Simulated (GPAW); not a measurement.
## Work function of TiSi2N4 monolayer at several levels

Wanted: work functions and dipole of TiSi2N4 monolayer, with the cost of each level. Where a layer proves gapped, the work function hangs on where the smearing puts the Fermi level, and the band edges take its place.

Main program and level: GPAW 26.7.0; GPAW, PAW setups; layer in a repeated cell with vacuum, relaxation of atoms and in-plane cell, in the first sound run; inputs show where later runs differ.

## 1. The starting structure

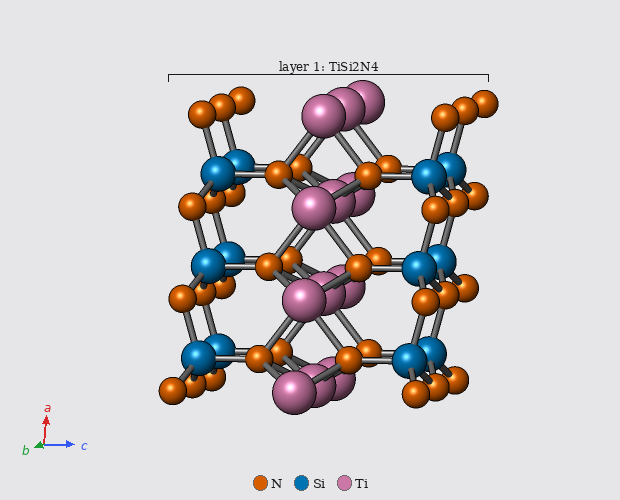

Start, viewed from the side, with the c axis across the page; nitrogen orange, silicon blue, titanium pink. 3×2×1 cells are drawn. Bonds to atoms that aren't drawn are left out. Some periodic images of atoms are drawn too.

The cell holds 7 atoms: 4 N, 2 Si and 1 Ti. Its edges and angles: a = 2.920 Å, b = 2.920 Å, c = 21.043 Å, α = 90.0°, β = 90.0°, γ = 120.0°. Vacuum lies along c.

## 2. Relaxing the atoms

Forces are removed first; all later runs use this geometry.

run.py reads:

```python
import json
import numpy as np
from ase import Atoms
from ase.filters import FrechetCellFilter
from ase.optimize import BFGS
from gpaw import GPAW, PW

slab = Atoms(
    ['N', 'Si', 'N', 'Ti', 'N', 'Si', 'N'],
    positions=[
        [0.00000, 0.00000, 7.00000],
        [-0.00000, 1.68586, 7.46943],
        [-0.00000, 1.68586, 9.21943],
        [0.00000, 0.00000, 10.52126],
        [-0.00000, 1.68586, 11.82310],
        [-0.00000, 1.68586, 13.57310],
        [0.00000, 0.00000, 14.04253]],
    cell=[[2.92, 0.0, 0.0], [-1.46, 2.52879, 0.0], [0.0, 0.0, 21.0425]],
    pbc=[True, True, True])

slab.calc = GPAW(mode=PW(600), xc='PBE', kpts={'size': (12, 12, 1), 'gamma': True},
                 occupations={'name': 'fermi-dirac', 'width': 0.05}, nbands='200%',
                 convergence={'density': 1e-05}, maxiter=200,
                 symmetry={'tolerance': 1e-3}, txt='slab.txt')
result = {}
# The in-plane cell is free; stress needs a cell that repeats along all three vectors
path = []
opt = BFGS(FrechetCellFilter(slab, mask=[1, 1, 0, 0, 0, 1]), maxstep=0.2)
opt.attach(lambda: path.append((slab.get_potential_energy(), slab.positions.tolist(), slab.get_forces().tolist())))
result['relaxed'] = bool(opt.run(fmax=0.02, steps=45))
result['path'] = path
result['cell'] = slab.cell.tolist()
print('in-plane lattice', slab.cell.cellpar().round(4)[[0, 1, 5]])
energy = slab.get_potential_energy()
fermi = slab.calc.get_fermi_level()
v = slab.calc.get_electrostatic_potential().mean((0, 1)) - fermi
n = slab.calc.get_pseudo_density().mean((0, 1))
L = slab.cell[2, 2]
z = np.arange(len(v)) * L / len(v)
low, high = slab.positions[:, 2].min(), slab.positions[:, 2].max()
below, above = np.interp([low - 4.8, high + 4.8], z, v)
slopes = [np.interp(x, z, np.gradient(v, z)) for x in (low - 4.8, high + 4.8)]
eps = np.array([[slab.calc.get_eigenvalues(k, s) for k in range(len(slab.calc.get_ibz_k_points()))]
                for s in range(slab.calc.get_number_of_spins())]) - fermi
top, bottom = eps[eps < 0].max(), eps[eps > 0].min()
dipole = slab.get_dipole_moment()[2]
print(f'energy {energy:.4f} eV, Fermi level {fermi:.4f} eV, dipole {dipole:.5f} e A')
print(f'potential 4.8 A off the faces, from the Fermi level: lower {below:.4f} eV, upper {above:.4f} eV')
print(f'slope of the potential there: lower {slopes[0]:.5f}, upper {slopes[1]:.5f} eV/A')
print(f'nearest levels on the mesh: {top:.4f} and {bottom:.4f} eV')
print('magnetic moment', round(slab.get_magnetic_moment(), 3))
result.update(energy=energy, fermi=fermi, dipole=dipole, below=below, above=above, slopes=slopes, edges=[top, bottom],
              z=z.tolist(), v=v.tolist(), n=n.tolist(), positions=slab.positions.tolist(),
              forces=slab.get_forces(apply_constraint=False).tolist(), moments=slab.get_magnetic_moments().tolist())
json.dump(result, open('result.json', 'w'))
```

Run with:

```sh
> OMP_NUM_THREADS=1 OPENBLAS_NUM_THREADS=1 python run.py
```

Output:

```text
Step          Energy          fmax
BFGS:    0      -57.021492        2.649501
BFGS:    1      -57.211982        1.375182
BFGS:    2      -57.330686        0.481657
BFGS:    3      -57.337959        0.429556
BFGS:    4      -57.351218        0.414380
BFGS:    5      -57.353023        0.267708
BFGS:    6      -57.353720        0.078844
BFGS:    7      -57.355048        0.073364
BFGS:    8      -57.360184        0.067837
BFGS:    9      -57.365547        0.067158
BFGS:   10      -57.369503        0.028522
BFGS:   11      -57.370018        0.004372
in-plane lattice [  2.9093   2.9093 120.    ]
energy -57.3700 eV, Fermi level 0.4256 eV, dipole 0.00047 e A
potential 4.8 A off the faces, from the Fermi level: lower 6.1256 eV, upper 6.1230 eV
slope of the potential there: lower -0.00013, upper 0.00128 eV/A
nearest levels on the mesh: -0.6344 and 0.7420 eV
magnetic moment 0.0
```

The job ended after 11 min (1 thread of Intel Xeon Platinum 8488C (Sapphire Rapids), shared host; peak memory 0.43 GiB).

Numbers from this step:

```
dipole along the normal                    : 4.75e-4 e·Å
levels nearest the Fermi level on the mesh : -0.6344, 0.7420 eV from the Fermi level
```

The electrostatic potential energy of an electron (without an applied field's), less the Fermi level, planar mean oscillates, so the rows of the table below give means over windows of 1.05 Å about each position, cut where the curve ends. Its maxima inside the range that stand out by 2 % of the span (Å: eV): 8.7: 0.780, 9.7: -6.59, 11.3: -6.59, 12.4: 0.776. Its minima: 7.2: -22.3, 9.4: -12.0, 10.5: -20.5, 11.7: -12.0, 13.9: -22.3.

Electrostatic potential energy of an electron (without an applied field's), less the Fermi level, planar mean against z; means over each step:

```
z (Å)  electrostatic potential energy of an electron (without an applied field's), less the Fermi level, planar mean (eV)
 0.53                                                                                                                6.13
 1.58                                                                                                                6.13
 2.63                                                                                                                6.13
 3.68                                                                                                                6.12
 4.73                                                                                                                6.10
 5.78                                                                                                                5.20
 6.83                                                                                                               -11.2
 7.88                                                                                                               -12.8
 8.93                                                                                                               -3.97
 9.98                                                                                                               -11.7
11.03                                                                                                               -12.1
12.08                                                                                                               -4.36
13.13                                                                                                               -11.9
14.18                                                                                                               -12.2
15.23                                                                                                                5.05
16.28                                                                                                                6.09
17.33                                                                                                                6.12
18.38                                                                                                                6.12
19.43                                                                                                                6.12
20.48                                                                                                                6.12
```

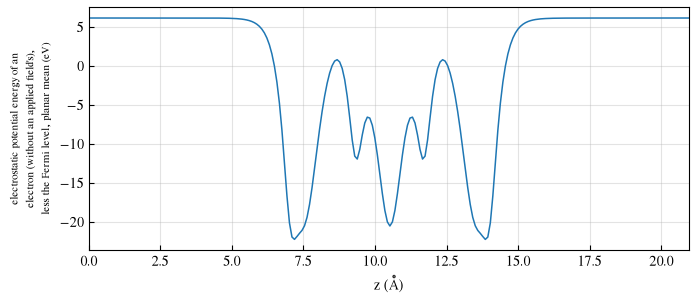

Electrostatic potential energy of an electron (without an applied field's), less the Fermi level, planar mean against z.

The pseudo valence density, planar mean oscillates, so the rows of the table below give means over windows of 2 Å about each position, cut where the curve ends. Its maxima inside the range that stand out by 2 % of the span (Å: e/Å³): 7.2: 0.875, 9.5: 0.761, 10.5: 1.64, 11.6: 0.761, 13.9: 0.875. Its minima: 8.2: 0.245, 9.8: 0.669, 11.2: 0.669, 12.8: 0.245.

Table of pseudo valence density, planar mean by z; means over each step:

```
z (Å)  pseudo valence density, planar mean (e/Å³)
    2                                           0
    4                                      4.4e-4
    6                                       0.224
    8                                       0.464
   10                                       0.980
   12                                       0.530
   14                                       0.517
   16                                      0.0137
   18                                      2.0e-5
```

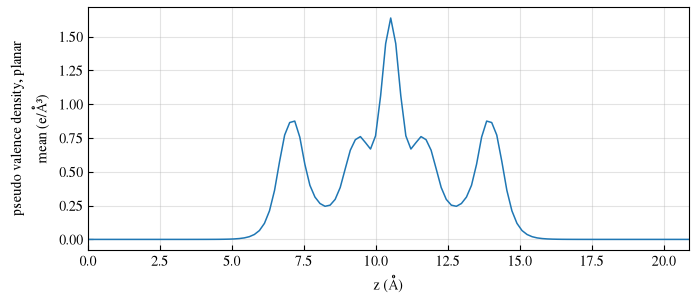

Pseudo valence density, planar mean against z.

The relaxation lowered the energy of the cell by 0.349 eV (energies extrapolated to zero smearing; the optimiser's log prints free energies). The largest force left on a free atom is 0.0044 eV/Å.

## 3. The slab's potential

The work function is the vacuum plateau of the electrostatic potential less the Fermi level; a dipole layer lets the two faces have plateaus of their own.

This step: GPAW, PAW setups; slab in vacuum (GPAW 26.7.0).

The cell differs from the one that the last finished run ended in (c 21.043 → 20.959 Å).

run.py: that of step 2 with these lines changed.

```diff
@@ -3,4 +3,2 @@
 from ase import Atoms
-from ase.filters import FrechetCellFilter
-from ase.optimize import BFGS
 from gpaw import GPAW, PW
@@ -10,25 +8,18 @@
     positions=[
-        [0.00000, 0.00000, 7.00000],
-        [-0.00000, 1.68586, 7.46943],
-        [-0.00000, 1.68586, 9.21943],
-        [0.00000, 0.00000, 10.52126],
-        [-0.00000, 1.68586, 11.82310],
-        [-0.00000, 1.68586, 13.57310],
-        [0.00000, 0.00000, 14.04253]],
-    cell=[[2.92, 0.0, 0.0], [-1.46, 2.52879, 0.0], [0.0, 0.0, 21.0425]],
-    pbc=[True, True, True])
+        [0.00000, -0.00000, 7.00000],
+        [0.00000, 1.67966, 7.53211],
+        [0.00000, 1.67966, 9.29153],
+        [0.00000, -0.00000, 10.47960],
+        [0.00000, 1.67966, 11.66767],
+        [0.00000, 1.67966, 13.42710],
+        [0.00000, -0.00000, 13.95921]],
+    cell=[[2.90927, 0.0, 0.0], [-1.45463, 2.5195, 0.0], [0.0, 0.0, 20.9592]],
+    pbc=[True, True, False])
 
-slab.calc = GPAW(mode=PW(600), xc='PBE', kpts={'size': (12, 12, 1), 'gamma': True},
+slab.calc = GPAW(mode=PW(500), xc='PBE', kpts={'size': (12, 12, 1), 'gamma': True},
                  occupations={'name': 'fermi-dirac', 'width': 0.05}, nbands='200%',
                  convergence={'density': 1e-05}, maxiter=200,
+                 poissonsolver={'dipolelayer': 'xy'},
                  symmetry={'tolerance': 1e-3}, txt='slab.txt')
 result = {}
-# The in-plane cell is free; stress needs a cell that repeats along all three vectors
-path = []
-opt = BFGS(FrechetCellFilter(slab, mask=[1, 1, 0, 0, 0, 1]), maxstep=0.2)
-opt.attach(lambda: path.append((slab.get_potential_energy(), slab.positions.tolist(), slab.get_forces().tolist())))
-result['relaxed'] = bool(opt.run(fmax=0.02, steps=45))
-result['path'] = path
-result['cell'] = slab.cell.tolist()
-print('in-plane lattice', slab.cell.cellpar().round(4)[[0, 1, 5]])
 energy = slab.get_potential_energy()
```

Output:

```text
energy -55.6154 eV, Fermi level 0.4764 eV, dipole 0.00008 e A
potential 4.8 A off the faces, from the Fermi level: lower 6.1070 eV, upper 6.1047 eV
slope of the potential there: lower -0.00152, upper 0.00152 eV/A
nearest levels on the mesh: -0.6341 and 0.7391 eV
magnetic moment 0.0
```

Run time: 40 s. Hardware: 1 thread; peak memory 0.24 GiB.

This step gave:

```yaml
dipole_along_the_normal: 7.95e-5 e·Å
levels_nearest_the_fermi_level_on_the_mesh: -0.6341, 0.7391 eV from the Fermi level
upper_work_function: 6.105 eV
lower_work_function: 6.107 eV
upper_ionisation_energy: 6.739 eV
```

The electrostatic potential energy of an electron (without an applied field's), less the Fermi level, planar mean oscillates, so the rows of the table below give means over windows of 1.12 Å about each position, cut where the curve ends. Its maxima inside the range that stand out by 2 % of the span (Å: eV): 8.6: 0.746, 9.7: -6.56, 11.2: -6.56, 12.4: 0.746. Its minima: 7.1: -22.3, 9.4: -11.9, 10.5: -20.6, 11.6: -11.9, 13.8: -22.3.

The electrostatic potential energy of an electron (without an applied field's), less the Fermi level, planar mean by z; means over each step:

```
z (Å)  electrostatic potential energy of an electron (without an applied field's), less the Fermi level, planar mean (eV)
 0.56                                                                                                                6.11
 1.68                                                                                                                6.11
 2.80                                                                                                                6.11
 3.92                                                                                                                6.10
 5.04                                                                                                                6.00
 6.16                                                                                                                2.06
 7.28                                                                                                               -18.8
 8.40                                                                                                               -3.24
 9.52                                                                                                               -8.73
10.64                                                                                                               -15.0
11.76                                                                                                               -6.33
12.88                                                                                                               -8.03
14.00                                                                                                               -14.7
15.12                                                                                                                4.69
16.24                                                                                                                6.06
17.36                                                                                                                6.10
18.48                                                                                                                6.10
19.60                                                                                                                6.11
20.72                                                                                                                6.11
```

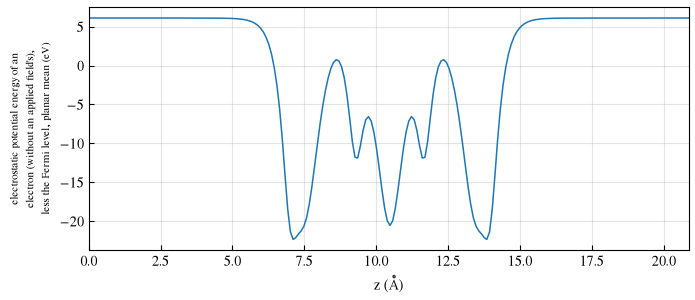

Electrostatic potential energy of an electron (without an applied field's), less the Fermi level, planar mean against z.

The pseudo valence density, planar mean oscillates, so the rows of the table below give means over windows of 2 Å about each position, cut where the curve ends. Its maxima inside the range that stand out by 2 % of the span (Å: e/Å³): 7.1: 0.879, 9.4: 0.755, 10.5: 1.64, 11.6: 0.755, 13.8: 0.879. Its minima: 8.2: 0.244, 9.7: 0.674, 11.2: 0.674, 12.7: 0.244.

Pseudo valence density, planar mean against z; means over each step:

```
z (Å)  pseudo valence density, planar mean (e/Å³)
    2                                      2.6e-6
    4                                      5.0e-4
    6                                       0.242
    8                                       0.458
   10                                       0.985
   12                                       0.519
   14                                       0.512
   16                                      0.0118
   18                                      2.0e-5
```

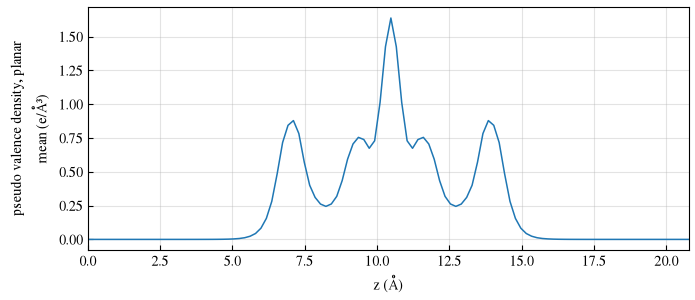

Pseudo valence density, planar mean, plotted against z.

Force by atom:

```
atom  x (eV/Å)  y (eV/Å)  z (eV/Å)   size
  N1     0.000     0.000    -0.151  0.151
 Si2     0.000     0.000     0.031  0.031
  N3     0.000     0.000     0.098  0.098
 Ti4     0.000     0.000     0.000  0.000
  N5     0.000     0.000    -0.098  0.098
 Si6     0.000     0.000    -0.031  0.031
  N7     0.000     0.000     0.151  0.151
```

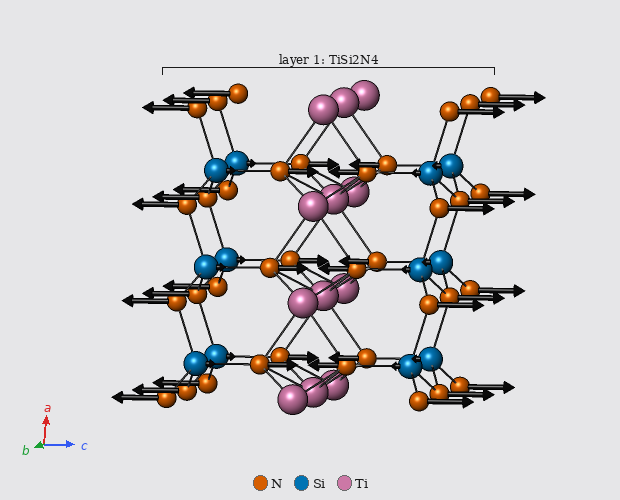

Force as arrows, the longest 0.151 eV/Å. Bonds to atoms that aren't drawn are left out. 3×2×1 cells are drawn. Some periodic images of atoms are drawn too.

The layer is gapped, so the Fermi level lies somewhere inside the gap, set by smearing and numerics, and these work functions are no property of the material; the band edges below the vacuum level are. The potential is flat to 0.002 eV/Å where it is read, so the vacuum is wide enough.

(Part 1 of 3 ends here.)

[Logs are printed without paths, hosts, clocks, repeated set-up lines and the standing remarks that a program may print on its own settings, such as how far it seeks lower states.]

[Hosts, paths, dates, database ids (printed as entryN), source tags and the programs' standing remarks are cut or masked in the printed files.]
